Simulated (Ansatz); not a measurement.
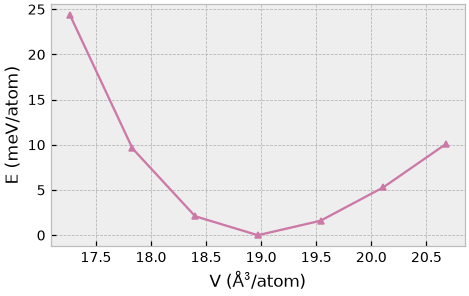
Fig. 1. TaS$_{3}$ in space group P2_1/m (No. 11; Pearson symbol mP24) under volume change, r²SCAN+D4 (plane waves, PAW; program Ansatz), shape and atoms relaxed at each volume.

Question: What does a third-order Birch–Murnaghan fit give for V₀, B₀ and B′?

Answer: V₀ = 18.98 Å³/atom, B₀ = 32.6 GPa, B′ = 13.3.

The workflow started from a Materials Project entry (that database holds measured and hypothetical structures alike); the Crystallography Open Database files this formula in space group No. 11, but the cells were not matched. Whether it is the stable phase at ambient conditions was not checked. The r²SCAN+D4 relaxation kept the symmetry of its start; whether a distortion lowers the energy is not shown. No spin polarisation was allowed. Scalar-relativistic: spin–orbit coupling is off unless named, which matters more the heavier the elements.

Potentials: the later of the program's two PAW sets.
